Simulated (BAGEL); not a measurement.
# CH5Al (SMILES [CH3][AlH2]): B3LYP/6-31G(d) (density fitting with qzvpp-jkfit, spherical functions)

Aim: the energy change on altering one bond length of CH5Al at B3LYP/6-31G* (density fitting with qzvpp-jkfit, spherical functions), from 2 runs. 

Program for the calculation: BAGEL 1.2.2.

### Step 1. The structure to begin with

The species is CH5Al (7 atoms), meant as a singlet with charge 0. SMILES: `[CH3][AlH2]`. Geometry: relaxed at PBE0-D4/def2-TZVP.

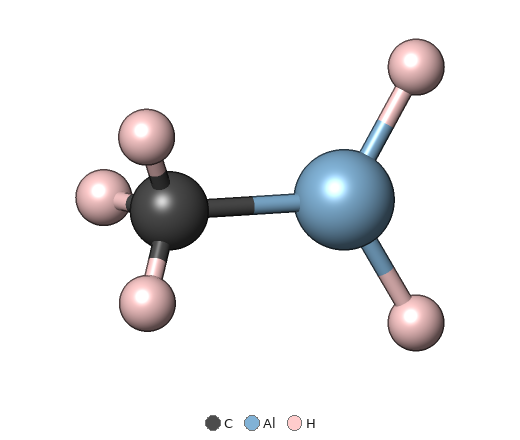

Viewed from a chosen angle; carbon dark grey, aluminium light blue, hydrogen pink.

### Step 2. A single-point energy at B3LYP/6-31G(d) (density fitting with qzvpp-jkfit, spherical functions)

input.json reads:

```json
{ "bagel" : [

{
  "title" : "molecule",
  "basis" : "6-31gs.json",
  "df_basis" : "qzvpp-jkfit",
  "angstrom" : true,
  "geometry" : [
    { "atom" : "C", "xyz" : [   -0.448500,   -0.695600,   -0.355500 ] },
    { "atom" : "Al", "xyz" : [    0.562900,    0.778300,    0.424700 ] },
    { "atom" : "H", "xyz" : [   -1.063100,   -1.219600,    0.380800 ] },
    { "atom" : "H", "xyz" : [   -1.134400,   -0.306400,   -1.118200 ] },
    { "atom" : "H", "xyz" : [    0.193400,   -1.425500,   -0.855600 ] },
    { "atom" : "H", "xyz" : [    0.016000,    1.549300,    1.703400 ] },
    { "atom" : "H", "xyz" : [    1.934800,    1.251600,   -0.225400 ] }
  ]
},
{
  "title" : "ks",
  "xc_func" : "b3lyp"
},
{
  "title" : "print",
  "file" : "orbitals.molden",
  "orbitals" : true
}

]}
```

The basis set 6-31G* is read from a file made from the Basis Set Exchange's data (not shown).

Run with:

```
$ BAGEL_NUM_THREADS=1 BAGEL input.json > input.out
```

The log of the run:

```text
* using 1 threads per process

  ===============================================================
  ===============================================================

  *** Geometry ***

  { "atom" : "C", "xyz" : [     -0.847542,     -1.314493,     -0.671798 ] },
  { "atom" : "Al", "xyz" : [      1.063727,      1.470774,      0.802567 ] },
  { "atom" : "H", "xyz" : [     -2.008968,     -2.304710,      0.719608 ] },
  { "atom" : "H", "xyz" : [     -2.143705,     -0.579012,     -2.113092 ] },
  { "atom" : "H", "xyz" : [      0.365473,     -2.693805,     -1.616850 ] },
  { "atom" : "H", "xyz" : [      0.030236,      2.927753,      3.218959 ] },
  { "atom" : "H", "xyz" : [      3.656242,      2.365181,     -0.425944 ] },

  Number of auxiliary basis functions:      293

  Since a DF basis is specified, we compute 2- and 3-index integrals:
    o Being stored without compression. Storage requirement is 0.004 GB

  Number of basis functions:       42
  Number of electrons      :       24

    * METHOD: MOLECULE                             0.07

  *** Kohn-Sham DFT ***

    * Removing 10356 points whose weight is below 1.00e-10
    * Grid points: 93986

  === Nuclear Repulsion ===
    50.6184517267

       - DIIS with orbital gradients will be used.

  === KS iteration (b3lyp / 6-31gs.json) ===
      0       -272.35039610          0.14670648           0.12
      1       -272.59568341          0.11485960           0.11
      2       -271.12874115          0.15976401           0.09
      3       -281.70667653          0.09091197           0.09
      4       -283.31464673          0.03416415           0.09
      5       -283.38393534          0.02828408           0.09
      6       -283.45017775          0.02100404           0.09
      7       -283.52989694          0.00253377           0.09
      8       -283.53096252          0.00080803           0.09
      9       -283.53108796          0.00011277           0.09
     10       -283.53108999          0.00000906           0.09
     11       -283.53109001          0.00000108           0.09
     12       -283.53109001          0.00000022           0.09
     13       -283.53109001          0.00000006           0.09
     14       -283.53109001          0.00000001           0.10
    * SCF iteration converged.

    * Permanent dipole moment:
           (    0.158608,     0.230316,     0.122721) a.u.

    * METHOD: KS                                   1.72

    * METHOD: PRINT                                0.01

  ===============================================================
```

Run time: 1.9 s. Hardware: 1 thread of Arm Neoverse V1, shared host; peak memory 0.21 GiB.

### Step 3. The distorted shape, same level

input.json reads:

```json
{ "bagel" : [

{
  "title" : "molecule",
  "basis" : "6-31gs.json",
  "df_basis" : "qzvpp-jkfit",
  "angstrom" : true,
  "geometry" : [
    { "atom" : "C", "xyz" : [   -0.654254,   -0.766584,   -0.258000 ] },
    { "atom" : "Al", "xyz" : [    0.357146,    0.707316,    0.522200 ] },
    { "atom" : "H", "xyz" : [   -1.268854,   -1.290584,    0.478300 ] },
    { "atom" : "H", "xyz" : [   -1.340154,   -0.377384,   -1.020700 ] },
    { "atom" : "H", "xyz" : [   -0.012354,   -1.496484,   -0.758100 ] },
    { "atom" : "H", "xyz" : [   -0.189754,    1.478316,    1.800900 ] },
    { "atom" : "H", "xyz" : [    1.934800,    1.251600,   -0.225400 ] }
  ]
},
{ "title" : "ks", "xc_func" : "b3lyp" },
{ "title" : "print", "file" : "orbitals.molden", "orbitals" : true }

]}
```

The basis set 6-31G* is read from a file made from the Basis Set Exchange's data (not shown).

Run with:

```
$ BAGEL_NUM_THREADS=1 BAGEL input.json > input.out
```

The log of the run:

```text
* using 1 threads per process

  ===============================================================
  ===============================================================

  *** Geometry ***

  { "atom" : "C", "xyz" : [     -1.236361,     -1.448634,     -0.487549 ] },
  { "atom" : "Al", "xyz" : [      0.674908,      1.336634,      0.986815 ] },
  { "atom" : "H", "xyz" : [     -2.397787,     -2.438850,      0.903856 ] },
  { "atom" : "H", "xyz" : [     -2.532524,     -0.713152,     -1.928843 ] },
  { "atom" : "H", "xyz" : [     -0.023346,     -2.827945,     -1.432601 ] },
  { "atom" : "H", "xyz" : [     -0.358583,      2.793612,      3.403208 ] },
  { "atom" : "H", "xyz" : [      3.656242,      2.365181,     -0.425944 ] },

  Number of auxiliary basis functions:      293

  Since a DF basis is specified, we compute 2- and 3-index integrals:
    o Being stored without compression. Storage requirement is 0.004 GB

  Number of basis functions:       42
  Number of electrons      :       24

    * METHOD: MOLECULE                             0.07

  *** Kohn-Sham DFT ***

    * Removing 10180 points whose weight is below 1.00e-10
    * Grid points: 94162

  === Nuclear Repulsion ===
    49.9551531899

       - DIIS with orbital gradients will be used.

  === KS iteration (b3lyp / 6-31gs.json) ===
      0       -272.03429938          0.15334913           0.13
      1       -270.72264937          0.13437193           0.11
      2       -270.72805717          0.16269759           0.09
      3       -281.94285283          0.07344516           0.10
      4       -283.47617454          0.01657261           0.09
      5       -283.49196668          0.01310169           0.09
      6       -283.50974890          0.00774007           0.09
      7       -283.52052369          0.00222172           0.10
      8       -283.52124713          0.00020491           0.09
      9       -283.52125299          0.00002752           0.09
     10       -283.52125310          0.00000738           0.09
     11       -283.52125311          0.00000077           0.09
     12       -283.52125311          0.00000017           0.09
     13       -283.52125311          0.00000008           0.09
     14       -283.52125311          0.00000003           0.09
     15       -283.52125311          0.00000000           0.09
    * SCF iteration converged.

    * Permanent dipole moment:
           (    0.343999,     0.301476,     0.043156) a.u.

    * METHOD: KS                                   1.86

    * METHOD: PRINT                                0.01

  ===============================================================
```

Run time: 2 s. Hardware: 1 thread of Arm Neoverse V1, shared host; peak memory 0.21 GiB.

### Step 4. What came out

Level: B3LYP/6-31G* (density fitting with qzvpp-jkfit, spherical functions).

```
                                                          quantity          value
                                         first shape: total energy  -283.53109 Eh
                                        first shape: dipole moment         0.78 D
                                          first shape: HOMO energy       -7.70 eV
                                          first shape: LUMO energy       -1.43 eV
                                        first shape: HOMO–LUMO gap        6.27 eV
                                     distorted shape: total energy  -283.52125 Eh
                                    distorted shape: dipole moment         1.17 D
                                      distorted shape: HOMO energy       -7.56 eV
                                      distorted shape: LUMO energy       -1.51 eV
                                    distorted shape: HOMO–LUMO gap        6.04 eV
energy change with the Al2–H7 bond stretched from 1.590 to 1.829 Å       0.268 eV
```

In words: With the Al2–H7 bond stretched from 1.590 to 1.829 Å the energy rises by 0.27 eV (6.2 kcal/mol). The first shape isn't relaxed at this level, so the change isn't measured from a minimum.
